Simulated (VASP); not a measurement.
# MnGa4 with optB86b-vdW: from relaxation to properties, part 5 of 8

Wanted: the relaxed cell of MnGa4 and its properties. The start is a computed cell from the Materials Project.

VASP 6.6.1, plane waves and PAW; the level of theory is named at each step.

Still holding for the runs below: The magnetic order is the lowest of the few collinear ones that converged above; longer or canted patterns were not tried. The cell is doubled for it, so bands and modes from the zone boundary of the chemical cell fold onto Γ and the labels are those of the larger cell.

So far. Step 7 (Single point with fields (optB86b-vdW)): In this run the pressure is -0.01 GPa, small enough to go on. Step 8 (Band structure (optB86b-vdW)): There is no gap at this level. The relaxed cell has a = 5.544 Å (conventional setting).

## 9. Density of states (optB86b-vdW)

Level of this step: optB86b-vdW, spin-polarised from an antiferromagnetic start; plane waves and PAW (Mn_pv, Ga_d) (VASP).

Here the states are counted by energy and projected on the atoms. The mesh is finer than in the run before.

File INCAR:

```
SYSTEM = MnGa4
PREC = Accurate
ENCUT = 400
EDIFF = 1E-06
NELM = 100
ISMEAR = -5
SIGMA = 0.2
LREAL = .FALSE.
ALGO = Normal
GGA = MK
AGGAC = 0
LUSE_VDW = .TRUE.
PARAM1 = 0.1234
PARAM2 = 1
LASPH = .TRUE.
NBANDS = 99
ISPIN = 2
MAGMOM = 1.055 -1.055 0 0 0 0 0 0 0 0
LMAXMIX = 4
LORBIT = 11
LWAVE = .FALSE.
LCHARG = .FALSE.
KPAR = 8
NEDOS = 2001
```

File POSCAR:

```
MnGa4
1.0
   -5.5437287800      5.5437287800      5.5437287800
    0.0000000000      0.0000000000      5.5437287800
    0.0000000000      5.5437287800      0.0000000000
Mn Ga
2 8
Direct
    0.0000000000      0.0000000000      0.0000000000
    0.5000000000      0.0000000000      0.0000000000
    0.7500000000      0.0000000000      0.5000000000
    0.2500000000      0.0000000000      0.5000000000
    0.7500000000      0.5000000000      0.0000000000
    0.2500000000      0.5000000000      0.0000000000
    0.2500000000      0.0000000000      0.0000000000
    0.7500000000      0.0000000000      0.0000000000
    0.7500000000      0.5000000000      0.5000000000
    0.2500000000      0.5000000000      0.5000000000
```

File KPOINTS:

```
Automatic mesh
0
Gamma
10 10 10
0 0 0
```

The projector-augmented-wave data sets are Mn_pv and Ga_d (PBE family, release 64).

Run with:

```
> mpirun -np 8 vasp_std
```

What it wrote:

```text
[... set-up lines as in an earlier step ...]
 entering main loop
       N       E                     dE             d eps       ncg     rms          rms(c)
DAV:   1     0.130515732227E+04    0.13052E+04   -0.45869E+04 24544   0.214E+03
DAV:   2     0.231325405723E+03   -0.10738E+04   -0.98984E+03 22176   0.578E+02
DAV:   3     0.283617259781E+01   -0.22849E+03   -0.21639E+03 25641   0.192E+02
DAV:   4    -0.127143162701E+02   -0.15550E+02   -0.15319E+02 24832   0.529E+01
DAV:   5    -0.132110038180E+02   -0.49669E+00   -0.49614E+00 29528   0.105E+01    0.178E+01
DAV:   6    -0.193748793178E+02   -0.61639E+01   -0.24014E+01 24372   0.240E+01    0.308E+01
DAV:   7    -0.108115591337E+02    0.85633E+01   -0.14557E+01 24096   0.219E+01    0.722E+00
DAV:   8    -0.103558140595E+02    0.45575E+00   -0.11892E+00 25946   0.477E+00    0.251E+00
DAV:   9    -0.103605667926E+02   -0.47527E-02   -0.15701E-01 25506   0.162E+00    0.135E+00
DAV:  10    -0.103687790967E+02   -0.82123E-02   -0.34623E-02 27349   0.902E-01    0.615E-01
DAV:  11    -0.103743949310E+02   -0.56158E-02   -0.94255E-03 24578   0.521E-01    0.231E-01
DAV:  12    -0.103749080192E+02   -0.51309E-03   -0.28194E-03 28746   0.163E-01    0.113E-01
DAV:  13    -0.103749232684E+02   -0.15249E-04   -0.20866E-04 25224   0.629E-02    0.366E-02
DAV:  14    -0.103749261628E+02   -0.28944E-05   -0.31728E-05 26788   0.239E-02    0.154E-02
DAV:  15    -0.103749298256E+02   -0.36627E-05   -0.58230E-06 19416   0.105E-02    0.374E-03
DAV:  16    -0.103749299509E+02   -0.12533E-06   -0.32913E-07 13138   0.327E-03
   1 F= -.10374930E+02 E0= -.10374930E+02  d E =0.000000E+00  mag=    -0.0000
 -----------------------------------------------------------------------------
|                                                                             |
|           W    W    AA    RRRRR   N    N  II  N    N   GGGG   !!!           |
|           W    W   A  A   R    R  NN   N  II  NN   N  G    G  !!!           |
|           W    W  A    A  R    R  N N  N  II  N N  N  G       !!!           |
|           W WW W  AAAAAA  RRRRR   N  N N  II  N  N N  G  GGG   !            |
|           WW  WW  A    A  R   R   N   NN  II  N   NN  G    G                |
|           W    W  A    A  R    R  N    N  II  N    N   GGGG   !!!           |
|                                                                             |
|     Tetrahedron method does not include variations of the Fermi             |
|     occupations, so forces and stress will be inaccurate. We suggest        |
|     using a different smearing scheme ISMEAR = 1 or 2 for metals in         |
|     relaxations.                                                            |
|                                                                             |
 -----------------------------------------------------------------------------
```

Elapsed: 4 min, on 8 MPI ranks of AMD EPYC 9R45, shared host; peak memory 11 GiB; 30 min of CPU time.

OUTCAR, selected parts (step 9):

```text
   k-points           NKPTS =     56   k-points in BZ     NKDIM =     56   number of bands    NBANDS=     99

   NELECT =     130.0000    total number of electrons

 E-fermi :   6.1954

 spin component 1
 k-point     1 :       0.0000    0.0000    0.0000
  band No.  band energies     occupation
    ...
     63       4.8311      1.00000
     64       4.8311      1.00000
     65       5.0554      1.00000
     66       5.0554      1.00000
     67       5.0554      1.00000
     68       6.4412      0.00000
     69       6.4413      0.00000
     70       7.6246      0.00000
     71       7.6246      0.00000
     72       7.6246      0.00000
    ...

 k-point     2 :       0.1000    0.0000    0.0000
  band No.  band energies     occupation
    ...
     63       4.4873      1.00000
     64       4.8415      1.00000
     65       5.2142      1.00000
     66       5.2142      1.00000
     67       5.2788      1.00000
     68       6.4573      0.00000
     69       6.4653      0.00000
     70       7.6041      0.00000
     71       7.7808      0.00000
     72       7.7809      0.00000
    ...

Total vdW correction in eV:     25.3836317

  Total        0.0005846      0.0005846      0.0005846     -0.0000000     -0.0000000      0.0000000
  in kB        0.0054976      0.0054976      0.0054976     -0.0000000     -0.0000000      0.0000000
  external PRESSURE =       0.0054976 kB  Pullay stress =       0.0000000 kB

 POSITION                                       TOTAL-FORCE (eV/Angst)
 -----------------------------------------------------------------------------------
      0.00000      0.00000      0.00000         0.000000     -0.000000      0.000000
     -2.77186      2.77186      2.77186        -0.000000      0.000000      0.000000
     -4.15780      6.92966      4.15780         0.000000      0.000000      0.000000
     -1.38593      4.15780      1.38593        -0.000000      0.000000      0.000000
     -4.15780      4.15780      6.92966        -0.000000     -0.000000     -0.000000
     -1.38593      1.38593      4.15780         0.000000     -0.000000     -0.000000
     -1.38593      1.38593      1.38593         0.000000     -0.000000      0.000000
     -4.15780      4.15780      4.15780         0.000000      0.000000     -0.000000
     -4.15780      6.92966      6.92966         0.000000      0.000000      0.000000
     -1.38593      4.15780      4.15780         0.000000      0.000000     -0.000000
 -----------------------------------------------------------------------------------
    total drift:                               -0.000000      0.000000     -0.000000

  FREE ENERGIE OF THE ION-ELECTRON SYSTEM (eV)
  ---------------------------------------------------
  free  energy   TOTEN  =       -10.3749299509 eV

  energy  without entropy=      -10.3749299509  energy(sigma->0) =      -10.37492995

Total vdW correction in eV:     25.3836279

 magnetization (x)
# of ion       s       p       d       tot
------------------------------------------
    1        0.011   0.017   1.055   1.083
    2       -0.011  -0.017  -1.055  -1.083
    3        0.000   0.000   0.000   0.000
    4        0.000   0.000   0.000   0.000
    5        0.000   0.000   0.000   0.000
    6        0.000   0.000   0.000   0.000
    7        0.000   0.000   0.000   0.000
    8        0.000   0.000   0.000   0.000
    9        0.000   0.000   0.000   0.000
   10        0.000   0.000   0.000   0.000
--------------------------------------------------
tot          0.000   0.000   0.000   0.000

[... 6 parts as in an earlier step ...]

[... 10 further parts left out ...]
```

With tetrahedra the forces and stress of a metal are not exact derivatives of the energy.

Numbers from this step:

```
irreducible k-points   : 56
free energy (TOTEN)    : -10.37 eV
Fermi energy           : 6.195 eV
pressure               : 5.50e-4 GPa
DOS at the Fermi level : 3.339 states/eV/cell
```

The density of states has structure finer than the step of the table below, so its rows give means over 1 eV, whole bins alone (the curve runs from -12.0 to 2.75 eV). Peaks (eV: height): total -2.2: 18.8, -1.9: 21.7, -1.3: 7.65, 0.6: 13.4; Mn d -2.2: 10.8, -1.3: 4.40, 0.6: 7.44; Ga p -2.2: 3.40, -1.9: 5.48, 0.6: 1.91; Ga s -6.8: 1.70, -5.9: 1.57, -4.6: 1.24, -4.2: 1.02; Ga d -2.1: 0.410, -1.9: 0.475, -1.3: 0.330, 0.6: 0.468.

States under -12.0 eV and over 2.8 eV are left out; both spin channels agree and are summed. Table of density of states by energy, zero at the Fermi level; means over each step; values in states/eV/cell:

```csv
energy (eV),total,Mn d,Ga p,Ga s,Ga d,Mn p
-11,0.339,0,0.00400,0.165,2.8e-4,8.6e-4
-10,1.21,0.00136,0.0390,0.569,0.00684,0.00803
-9,1.85,0.00868,0.105,0.843,0.0169,0.0167
-8,2.07,0.0191,0.148,0.946,0.0272,0.0468
-7,3.05,0.0725,0.211,1.46,0.0636,0.0847
-6,3.01,0.208,0.252,1.40,0.0634,0.0695
-5,2.60,0.291,0.349,0.983,0.0535,0.0548
-4,2.98,0.548,0.597,0.656,0.0598,0.0436
-3,4.48,1.40,1.06,0.339,0.0957,0.0837
-2,12.4,6.17,2.57,0.176,0.292,0.338
-1,2.51,1.34,0.383,0.0316,0.0901,0.0178
0,4.48,2.07,0.950,0.0701,0.116,0.0277
1,6.69,2.98,1.25,0.394,0.248,0.0849
2,4.90,1.29,1.15,0.712,0.236,0.0835
```

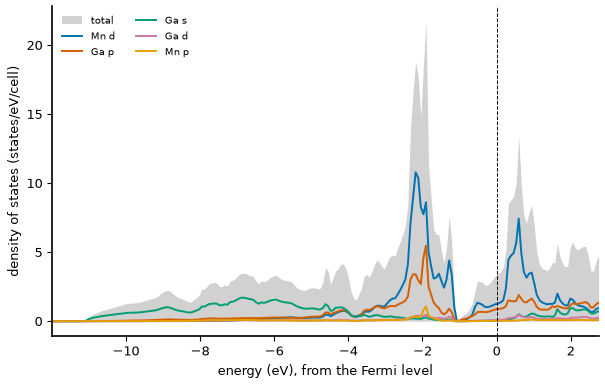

Density of states, plotted against energy.

The finer mesh and the other smearing move the Fermi level by +0.04 eV from the 7×7×7 run, a small shift, which tests the Fermi level alone. Of the states within 0.3 eV of the Fermi level, the largest shares in the PAW spheres are Mn d 40 % and Ga p 25 %. The rest lies in smaller channels or between the spheres.

(Continued in part 6 of 8.)

[Lines on the potential files, build, host, timing and source positions are cut from VASP's logs without a mark.]

[Logs are printed without paths, hosts, clocks, repeated set-up lines and the standing remarks that a program may print on its own settings, such as how far it seeks lower states.]

[Hosts, paths, dates, database ids (printed as entryN), source tags and the programs' standing remarks are cut or masked in the printed files.]

[A measured line is paired with the nearest computed mode of its activity, which favours agreement.]
